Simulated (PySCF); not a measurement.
**C5H14F2N2Si: density, localisation and related maps**

```yaml
atoms:
  - { symbol: C, position_ang: [-2.5797, 1.3227, 1.4956] }
  - { symbol: C, position_ang: [-1.0837, 1.1568, 1.2434] }
  - { symbol: C, position_ang: [-0.7540, 0.3296, 0.0021] }
  - { symbol: C, position_ang: [-1.0334, 1.1354, -1.2423] }
  - { symbol: F, position_ang: [-0.9678, 0.3660, -2.3656] }
  - { symbol: F, position_ang: [-0.1051, 2.1130, -1.4268] }
  - { symbol: Si, position_ang: [1.0676, -0.2475, 0.0376] }
  - { symbol: N, position_ang: [1.2606, -1.0354, 1.5618] }
  - { symbol: N, position_ang: [1.2712, -1.3011, -1.3074] }
  - { symbol: C, position_ang: [2.4874, -2.0488, -1.5264] }
  - { symbol: H, position_ang: [-3.0637, 1.8814, 0.6980] }
  - { symbol: H, position_ang: [-3.0631, 0.3509, 1.5736] }
  - { symbol: H, position_ang: [-2.7429, 1.8603, 2.4266] }
  - { symbol: H, position_ang: [-0.6342, 0.6701, 2.1084] }
  - { symbol: H, position_ang: [-0.6151, 2.1373, 1.1433] }
  - { symbol: H, position_ang: [-1.4205, -0.5354, -0.0389] }
  - { symbol: H, position_ang: [-2.0193, 1.6258, -1.2587] }
  - { symbol: H, position_ang: [1.9761, 0.9014, 0.1258] }
  - { symbol: H, position_ang: [0.5774, -1.7185, 1.8483] }
  - { symbol: H, position_ang: [2.1797, -1.3559, 1.8151] }
  - { symbol: H, position_ang: [0.8310, -1.0578, -2.1823] }
  - { symbol: H, position_ang: [3.2535, -1.4637, -2.0450] }
  - { symbol: H, position_ang: [2.2765, -2.9425, -2.1160] }
  - { symbol: H, position_ang: [2.8899, -2.3528, -0.5626] }
```

Geometry: GFN2-xTB.

Method: PBE0/pcSseg-1, SCF density, gas phase, non-relativistic (PySCF 2.14.0).

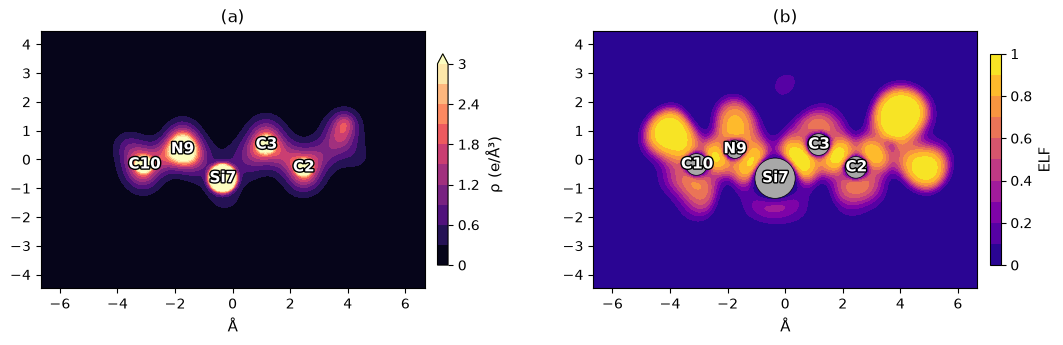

Figure 1. (a) electron density; (b) electron localisation function on the plane of atoms C3, Si7 and N9. Grey discs cover the atomic cores in the ELF map.

> What do the fields say about this system?

The plane passes through C, Si and N nuclei.
C–N (1.44 Å): the density is about 1.9 e/Å³ at the midpoint; the ELF peaks at about 0.95 between the atoms; a shared electron pair.
C–C (1.53 Å): ρ is about 1.6 e/Å³ halfway; the ELF peaks at about 0.95 between the atoms; a shared electron pair.
Si–N (1.72 Å): the density is about 1.1 e/Å³ at the midpoint; the ELF peaks at about 0.90 between the atoms: a shared but strongly polarised pair.
C–Si (1.91 Å): the density is about 0.92 e/Å³ at the midpoint; the ELF peaks at about 0.95 between the atoms (localised, covalent bonding).

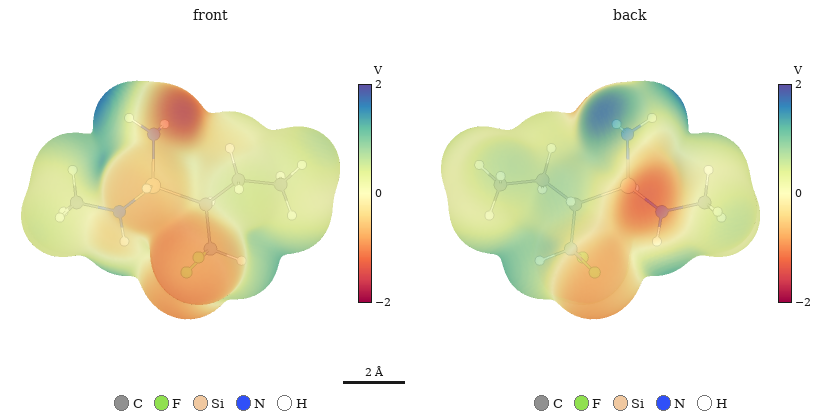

Figure 2. The electrostatic potential painted on the density surface at 0.002 e/bohr³, seen from the front and from behind; the colour scale runs from red (negative) to blue (positive).

> Where is the surface potential most negative and most positive?

The most negative region (about −1.3 V) lies over N8, the most positive (about +1.6 V) over H19 and H20. N8 is the likeliest acceptor of a hydrogen bond.

> How polar is the molecule by this calculation?

Its dipole moment is 2.03 D.
